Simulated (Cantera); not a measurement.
A closed system holds: 1 mol Hg, 1.1 mol O2, a varied amount of N2, at 1000 °C and 38.0 Pa.

Cantera equilibrium calculation (NASA polynomials, part measured and part estimated; ideal gas, pure solids and liquids). Candidate condensed phases: Hg, HgO; 10 gas species. Equilibrium is a limit: real reactors are often held back by kinetics, nucleation or transport.

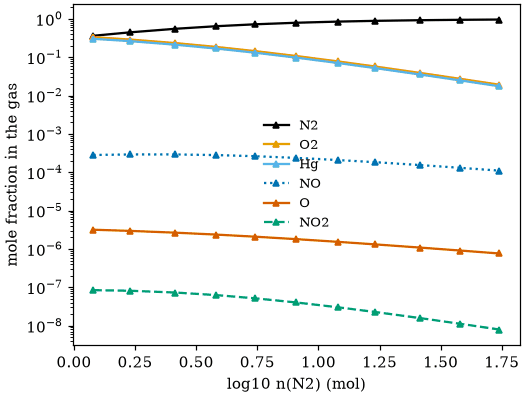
Figure. Equilibrium gas composition (values under 1e-9 drawn at 1e-9)

From 1.2 mol N2 to 55 mol N2 nothing is condensed. The main Hg-bearing gas is Hg throughout.
